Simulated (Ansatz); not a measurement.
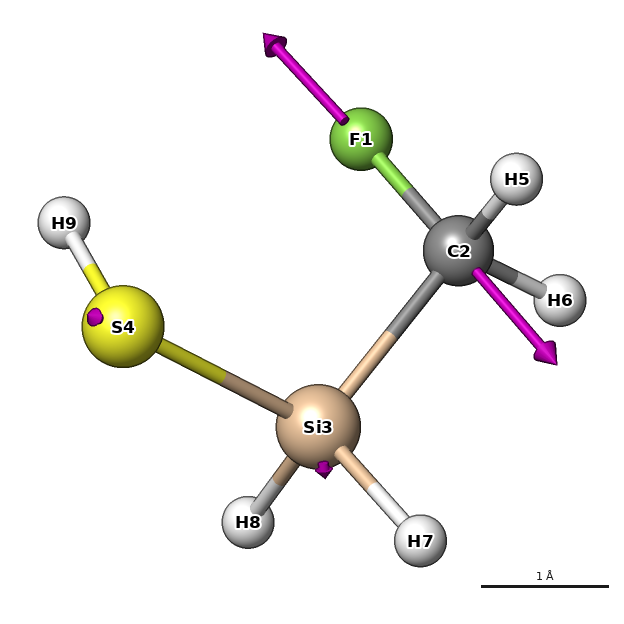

Arrows show the forces on the atoms, 3 Å of arrow for 1 eV/Å; forces under a tenth of the largest aren't drawn. Level of theory: r2SCAN-D4/def2-TZVPP (Ansatz 0.2.0).

**Which bond do the forces act along most?**

F1–C2, now 1.393 Å: the forces push its atoms apart, so a first step downhill lengthens it.

List the force components in the frame of the picture (x right, y up, z towards the viewer), in eV/Å.

```tsv
atom	Fx	Fy	Fz
F1	−0.22	0.23	−0.20
C2	0.21	−0.25	0.20
Si3	0.01	−0.04	−0.02
S4	−0.03	0.01	0.04
H5	0.01	0.01	−0.01
H6	0.01	0.01	−0.01
H7	−0.01	0.01	−0.02
H8	0.02	0.01	0.01
H9	0.00	0.00	−0.01
```
